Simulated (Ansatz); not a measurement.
# Ligand exchange: CH8O3Si2 + C3H8MgO → CH8O4Si2 + C3H8Mg

Species: CH8O3Si2 `CO[SiH](O)[SiH2]O`, singlet; C3H8MgO `C[CH](C)[Mg][OH]`, singlet; CH8O4Si2 `CO[SiH](O)[SiH](O)O`, singlet; C3H8Mg `C[CH](C)[MgH]`, singlet. The partners trade H for OH: Si–H and Mg–OH bonds give way to Si–OH and Mg–H.

Shapes, held fixed at every level: PBE0-D4/def2-TZVP. Flexible molecules stand in one conformer, not always the lowest. Programs: Ansatz 0.2.0. Electronic energies: no zero-point or thermal term.

| level | kind | ΔE (kJ/mol) | less CCSD(T)/def2-TZVPP |
| --- | --- | --- | --- |
| HF/def2-TZVPP | Hartree–Fock | +11.5 | -6.8 |
| PBE-D4/def2-TZVPP | GGA | +17.3 | -1.0 |
| r2SCAN-D4/def2-TZVPP | meta-GGA | +18.5 | +0.2 |
| B3LYP-D4/def2-TZVPP | global hybrid | +17.4 | -0.9 |
| wB97M-V/def2-TZVPP | range-separated hybrid | +15.5 | -2.8 |
| B2PLYP/def2-TZVPP | double hybrid | +23.1 | +4.8 |
| CCSD(T)/def2-TZVPP | coupled cluster or CI | +18.3 | 0.0 |

The highest level, CCSD(T)/def2-TZVPP, gives ΔE = +18.3 kJ/mol; the levels span +11.5 to +23.1. The column of differences is taken from that level and isn't an error. No measured value is set beside it here. Outer-core shells of Mg are correlated in most correlated rows, in sets that cover them unevenly.

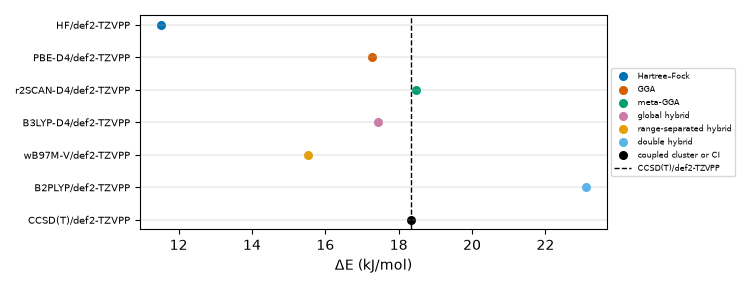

The values of the table, level by level.
